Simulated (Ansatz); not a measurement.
```yaml
atoms:
  - { symbol: Si, position_ang: [-0.1021, 1.8467, -0.0094] }
  - { symbol: C, position_ang: [-0.2107, 0.1153, -0.0164] }
  - { symbol: O, position_ang: [-1.1816, -0.8217, 0.3807] }
  - { symbol: Si, position_ang: [0.3355, -1.5897, 0.1180] }
  - { symbol: H, position_ang: [1.0806, 2.3895, -0.7098] }
  - { symbol: H, position_ang: [-1.3317, 2.6710, -0.0337] }
  - { symbol: H, position_ang: [0.9964, -2.1262, 1.3254] }
  - { symbol: H, position_ang: [0.4137, -2.4849, -1.0548] }
```

These are results of UKS B3LYP-D4/6-31G* in Ansatz 0.2.0, not measurements.

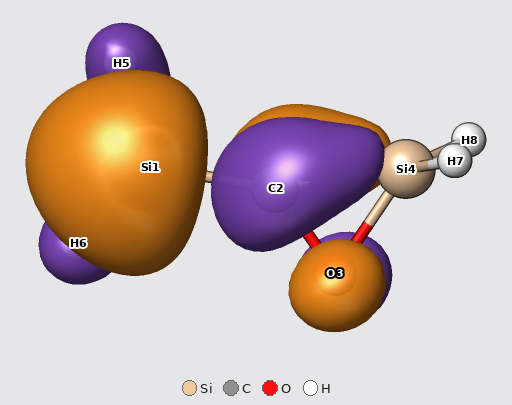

CH4OSi2. The LUMO at ±0.1 Å⁻³ᐟ² (orange and purple are the two phases), seen across its widest extent.

Q: What is the character of this orbital?

A: It lies mainly on Si1 (about 45 %), C2 (about 30 %) and O3 (about 10 %). Its energy is −1.28 eV.
